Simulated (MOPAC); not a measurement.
Energy and gradient calculation of GeSi$_{2}$H$_{5}$Cl

- system: GeSi$_{2}$H$_{5}$Cl, SMILES Cl[SiH]1[SiH2][GeH2]1
- method: PM6, closed shell (MOPAC 23.2.5)

The geometry: force field.

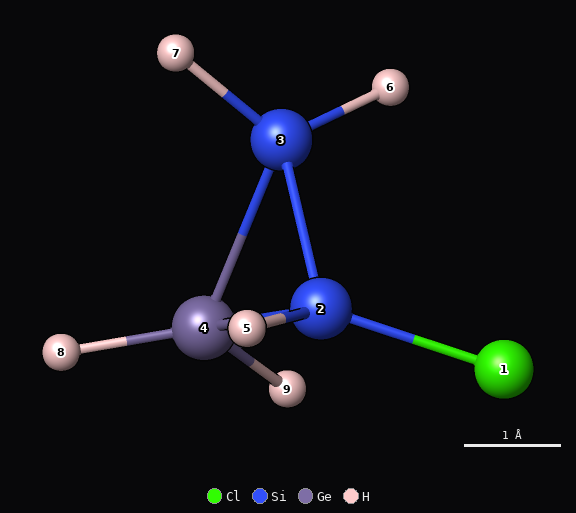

Figure 1. The structure as given in the input (ball-and-stick view, seen at a tilt; atoms are numbered from 1 in the order of the input). Sticks mark near contacts.

**The input (calc.mop)**
```
PM6 1SCF BONDS GRADIENTS DISP AUX(PRECISION=6) THREADS=1
ClGeH5Si2, PM6

Cl    -1.915800 1     1.544000 1    -1.303100 1
Si    -0.365400 1     0.244200 1    -1.197000 1
Si     0.985400 1     0.695900 1     0.454100 1
Ge    -0.402000 1    -1.061200 1     0.709700 1
H      0.182400 1    -0.423100 1    -2.409100 1
H      0.652500 1     1.891100 1     1.262800 1
H      2.430500 1     0.254700 1     0.255100 1
H      0.207000 1    -2.455200 1     0.545100 1
H     -1.685900 1    -0.736800 1     1.665400 1
```

Launch command:
```bash
mopac calc.mop
```

**The program's output**
```
MOPAC v23.2.5
PM6 CALCULATION RESULTS

 *  PM6        - The PM6 Hamiltonian to be used
 *  1SCF       - DO 1 SCF AND THEN STOP
 *  THREADS=1  - MULTI-THREADING NOT USED
 *  AUX        - OUTPUT AUXILIARY INFORMATION
 *  GRADIENTS  - ALL GRADIENTS TO BE PRINTED
 *  DISP       - PRINT DISPERSION AND HYDROGEN BOND ENERGIES
 *  BONDS      - FINAL BOND-ORDER MATRIX TO BE PRINTED
PM6 1SCF BONDS GRADIENTS DISP AUX(PRECISION=6) THREADS=1
 ClGeH5Si2, PM6

   ATOM   CHEMICAL          X               Y               Z
  NUMBER   SYMBOL      (ANGSTROMS)     (ANGSTROMS)     (ANGSTROMS)

     1      Cl         -1.91580000  *   1.54400000  *  -1.30310000  *
     2      Si         -0.36540000  *   0.24420000  *  -1.19700000  *
     3      Si          0.98540000  *   0.69590000  *   0.45410000  *
     4      Ge         -0.40200000  *  -1.06120000  *   0.70970000  *
     5       H          0.18240000  *  -0.42310000  *  -2.40910000  *
     6       H          0.65250000  *   1.89110000  *   1.26280000  *
     7       H          2.43050000  *   0.25470000  *   0.25510000  *
     8       H          0.20700000  *  -2.45520000  *   0.54510000  *
     9       H         -1.68590000  *  -0.73680000  *   1.66540000  *

          CARTESIAN COORDINATES

    NO.       ATOM           X           Y           Z

     1        Cl         -1.9158      1.5440     -1.3031
     2        Si         -0.3654      0.2442     -1.1970
     3        Si          0.9854      0.6959      0.4541
     4        Ge         -0.4020     -1.0612      0.7097
     5         H          0.1824     -0.4231     -2.4091
     6         H          0.6525      1.8911      1.2628
     7         H          2.4305      0.2547      0.2551
     8         H          0.2070     -2.4552      0.5451
     9         H         -1.6859     -0.7368      1.6654

           Empirical Formula: H5 Cl Si2 Ge  =     9 atoms

      MOLECULAR POINT GROUP   :   C1

      RHF CALCULATION, NO. OF DOUBLY OCCUPIED LEVELS = 12

 -------------------------------------------------------------------------------
 PM6 1SCF BONDS GRADIENTS DISP AUX(PRECISION=6) THREADS=1
 ClGeH5Si2, PM6

     1SCF WAS SPECIFIED, SO BFGS WAS NOT USED
     SCF FIELD WAS ACHIEVED

                              PM6 CALCULATION

          FINAL HEAT OF FORMATION =        441.18542 KCAL/MOL =    1845.91980 KJ/MOL

          TOTAL ENERGY            =     -12207.72721 KCAL/MOL = ELECTRONIC ENERGY + CORE-CORE REPULSION
          ENERGY OF ATOMS         =      12648.91263 KCAL/MOL
                              SUM =        441.18542 KCAL/MOL
          DISPERSION ENERGY       =          0.00000 KCAL/MOL
                              SUM =        441.18542 KCAL/MOL = FINAL HEAT OF FORMATION

          TOTAL ENERGY            =       -529.37716 EV
          ELECTRONIC ENERGY       =      -1568.40542 EV
          CORE-CORE REPULSION     =       1039.02827 EV
          COSMO AREA              =        152.82 SQUARE ANGSTROMS
          COSMO VOLUME            =        157.38 CUBIC ANGSTROMS

          GRADIENT NORM           =         88.76145          =       29.58715 PER ATOM
          IONIZATION POTENTIAL    =          8.438135 EV
          HOMO LUMO ENERGIES (EV) =         -8.438 -1.455
          NO. OF FILLED LEVELS    =         12
          MOLECULAR WEIGHT        =        169.2535         POINT GROUP:  C1

          MOLECULAR DIMENSIONS (Angstroms)

            Atom       Atom       Distance
            H     8   Cl     1     4.89037
            H     9    H     7     4.44078
            H     6    H     5     4.35146

          SCF CALCULATIONS        =          1

          WALL-CLOCK TIME         =      0.020 SECONDS
          COMPUTATION TIME        =      0.020 SECONDS

          LARGEST ATOMIC GRADIENTS

          Atom     Label                     Cartesian Gradients           Cartesian Coordinates       |Gradient|
                                           X          Y          Z        X          Y          Z

             4      Ge                  34.608     12.143    -33.734   -0.40200   -1.06120    0.70970     49.832
             2      Si                 -38.286    -12.600    -10.151   -0.36540    0.24420   -1.19700     41.565
             3      Si                   3.204      1.246     37.195    0.98540    0.69590    0.45410     37.354
             9       H                 -25.715     17.726     16.481   -1.68590   -0.73680    1.66540     35.314
             1      Cl                  15.790     -8.930     10.340   -1.91580    1.54400   -1.30310     20.880
             8       H                   7.640      7.748     -7.662    0.20700   -2.45520    0.54510     13.308
             6       H                  -9.116     -5.505     -7.893    0.65250    1.89110    1.26280     13.256
             7       H                   4.036    -10.140     -6.904    2.43050    0.25470    0.25510     12.914
             5       H                   7.839     -1.688      2.328    0.18240   -0.42310   -2.40910      8.349

       FINAL  POINT  AND  DERIVATIVES

   PARAMETER     ATOM    TYPE            VALUE        GRADIENT
      1          1 Cl    CARTESIAN X    -1.915800     15.789643  KCAL/ANGSTROM
      2          1 Cl    CARTESIAN Y     1.544000     -8.930251  KCAL/ANGSTROM
      3          1 Cl    CARTESIAN Z    -1.303100     10.340422  KCAL/ANGSTROM
      4          2 Si    CARTESIAN X    -0.365400    -38.286096  KCAL/ANGSTROM
      5          2 Si    CARTESIAN Y     0.244200    -12.600098  KCAL/ANGSTROM
      6          2 Si    CARTESIAN Z    -1.197000    -10.151337  KCAL/ANGSTROM
      7          3 Si    CARTESIAN X     0.985400      3.204461  KCAL/ANGSTROM
      8          3 Si    CARTESIAN Y     0.695900      1.246165  KCAL/ANGSTROM
      9          3 Si    CARTESIAN Z     0.454100     37.195481  KCAL/ANGSTROM
     10          4 Ge    CARTESIAN X    -0.402000     34.608466  KCAL/ANGSTROM
     11          4 Ge    CARTESIAN Y    -1.061200     12.143037  KCAL/ANGSTROM
     12          4 Ge    CARTESIAN Z     0.709700    -33.734381  KCAL/ANGSTROM
     13          5  H    CARTESIAN X     0.182400      7.838606  KCAL/ANGSTROM
     14          5  H    CARTESIAN Y    -0.423100     -1.687625  KCAL/ANGSTROM
     15          5  H    CARTESIAN Z    -2.409100      2.328231  KCAL/ANGSTROM
     16          6  H    CARTESIAN X     0.652500     -9.116299  KCAL/ANGSTROM
     17          6  H    CARTESIAN Y     1.891100     -5.504856  KCAL/ANGSTROM
     18          6  H    CARTESIAN Z     1.262800     -7.893314  KCAL/ANGSTROM
     19          7  H    CARTESIAN X     2.430500      4.036295  KCAL/ANGSTROM
     20          7  H    CARTESIAN Y     0.254700    -10.140481  KCAL/ANGSTROM
     21          7  H    CARTESIAN Z     0.255100     -6.903705  KCAL/ANGSTROM
     22          8  H    CARTESIAN X     0.207000      7.640307  KCAL/ANGSTROM
     23          8  H    CARTESIAN Y    -2.455200      7.748002  KCAL/ANGSTROM
     24          8  H    CARTESIAN Z     0.545100     -7.662207  KCAL/ANGSTROM
     25          9  H    CARTESIAN X    -1.685900    -25.715383  KCAL/ANGSTROM
     26          9  H    CARTESIAN Y    -0.736800     17.726108  KCAL/ANGSTROM
     27          9  H    CARTESIAN Z     1.665400     16.480811  KCAL/ANGSTROM

   ATOM   CHEMICAL          X               Y               Z
  NUMBER   SYMBOL      (ANGSTROMS)     (ANGSTROMS)     (ANGSTROMS)

     1      Cl         -1.91580000  *   1.54400000  *  -1.30310000  *
     2      Si         -0.36540000  *   0.24420000  *  -1.19700000  *
     3      Si          0.98540000  *   0.69590000  *   0.45410000  *
     4      Ge         -0.40200000  *  -1.06120000  *   0.70970000  *
     5       H          0.18240000  *  -0.42310000  *  -2.40910000  *
     6       H          0.65250000  *   1.89110000  *   1.26280000  *
     7       H          2.43050000  *   0.25470000  *   0.25510000  *
     8       H          0.20700000  *  -2.45520000  *   0.54510000  *
     9       H         -1.68590000  *  -0.73680000  *   1.66540000  *

                             CARTESIAN COORDINATES

   1   Cl       -1.915800000     1.544000000    -1.303100000
   2   Si       -0.365400000     0.244200000    -1.197000000
   3   Si        0.985400000     0.695900000     0.454100000
   4   Ge       -0.402000000    -1.061200000     0.709700000
   5    H        0.182400000    -0.423100000    -2.409100000
   6    H        0.652500000     1.891100000     1.262800000
   7    H        2.430500000     0.254700000     0.255100000
   8    H        0.207000000    -2.455200000     0.545100000
   9    H       -1.685900000    -0.736800000     1.665400000

           Empirical Formula: H5 Cl Si2 Ge  =     9 atoms

      MOLECULAR POINT GROUP   :   C1

                  EIGENVALUES
 -26.62132 -21.98943 -17.25888 -17.16948 -13.87878 -12.54792 -12.37632 -12.14539
 -11.74386 -10.71196  -8.97995  -8.43814  -1.45549  -0.73568  -0.47087  -0.36196
   0.11087   0.37522   0.58337   1.08954   1.43426   1.56239   1.76064   2.15957
   2.34499   2.63684   2.77186   3.23116   3.84992   4.08492   4.17052  88.55064
  88.67731  88.69962  89.11116  89.11237

              NET ATOMIC CHARGES AND DIPOLE CONTRIBUTIONS

  ATOM NO.   TYPE          CHARGE      No. of ELECS.   s-Pop       p-Pop       d-Pop
    1         Cl          -0.183486        7.1835     1.99356     5.18797     0.00195
    2         Si           0.463837        3.5362     1.21836     1.72950     0.58830
    3         Si           0.258462        3.7415     1.24846     2.09249     0.40060
    4         Ge          -1.083188        5.0832     1.21604     3.86714
    5          H           0.014119        0.9859     0.98588
    6          H           0.022263        0.9777     0.97774
    7          H           0.025857        0.9741     0.97414
    8          H           0.232594        0.7674     0.76741
    9          H           0.249542        0.7505     0.75046
 DIPOLE           X         Y         Z       TOTAL
 POINT-CHG.     2.784     2.147    -2.039     4.064
 HYBRID        -1.315    -1.100     1.002     1.986
 SUM            1.469     1.048    -1.037     2.081

          ATOMIC ORBITAL ELECTRON POPULATIONS

     Atom    s        px        py        pz      x^2-y^2     xz        z^2       yz        xy
    1 Cl   1.99356   1.63683   1.67198   1.87917   0.00031   0.00025   0.00029   0.00021   0.00089
    2 Si   1.21836   0.48554   0.58059   0.66338   0.07910   0.12645   0.08659   0.13866   0.15749
    3 Si   1.24846   0.73086   0.65195   0.70967   0.11205   0.04641   0.09371   0.09157   0.05686
    4 Ge   1.21604   1.27661   1.23694   1.35359
    5  H   0.98588
    6  H   0.97774
    7  H   0.97414
    8  H   0.76741
    9  H   0.75046

          BONDING CONTRIBUTION OF EACH M.O.

  0.1439  1.6800  1.7017  1.7821  1.8033  1.6806  0.6632  0.9293  1.9262  1.8253
  1.6932  1.9256 -1.1549 -1.3092 -1.2208 -0.8269 -0.6011 -0.5132 -0.2120 -0.3293
 -0.5831 -0.9139 -0.4579 -0.6788 -0.4173 -1.2900 -0.9053 -1.5870 -1.5159 -1.6735
 -1.5582 -0.0034 -0.0008 -0.0014 -0.0002 -0.0002

            (VALENCIES)   BOND ORDERS

     1 Cl     (1.280)     2 Si 1.191     3 Si 0.038     4 Ge 0.029     5  H 0.011

     2 Si     (4.041)     1 Cl 1.191     3 Si 0.996     5  H 0.950     4 Ge 0.860     7  H 0.015     6  H 0.012

     3 Si     (3.873)     2 Si 0.996     6  H 0.958     7  H 0.949     4 Ge 0.902     1 Cl 0.038     5  H 0.016

     4 Ge     (3.677)     8  H 0.925     9  H 0.917     3 Si 0.902     2 Si 0.860     1 Cl 0.029     7  H 0.016
                          5  H 0.015     6  H 0.014

     5  H     (1.000)     2 Si 0.950     3 Si 0.016     4 Ge 0.015     1 Cl 0.011

     6  H     (1.000)     3 Si 0.958     4 Ge 0.014     2 Si 0.012

     7  H     (0.999)     3 Si 0.949     4 Ge 0.016     2 Si 0.015

     8  H     (0.946)     4 Ge 0.925

     9  H     (0.938)     4 Ge 0.917

 *                    *
 * JOB ENDED NORMALLY *
 *                    *

 TOTAL JOB TIME:             0.03 SECONDS

 == MOPAC DONE ==
```

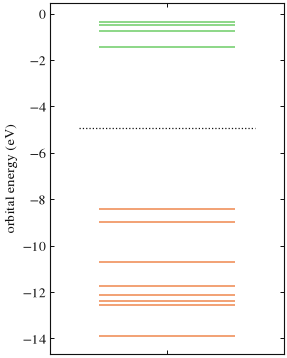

Figure 2. Orbital energies near the frontier; the dotted line parts filled from empty levels, and levels within 0.02 eV of each other stand side by side. Highest filled −8.44 eV, lowest empty −1.46 eV, 6.98 eV apart.

**Results in brief**

| quantity | value |
| --- | --- |
| outcome | converged |
| total energy | −19.454252 hartree |
| dispersion energy | 0.000000 hartree |
| heat of formation | 441.19 kcal/mol |
| basis functions | 36 |
| largest force | 2.161 eV/Å |
| HOMO | −8.44 eV |
| LUMO | −1.46 eV |
| dipole moment | 2.08 D |
| hardware | 1 thread of Arm Neoverse N1, 98 GiB of memory available, shared host |
| peak memory | 0.12 GiB |

**Notes**

MOPAC's energies along a path are heats of formation.
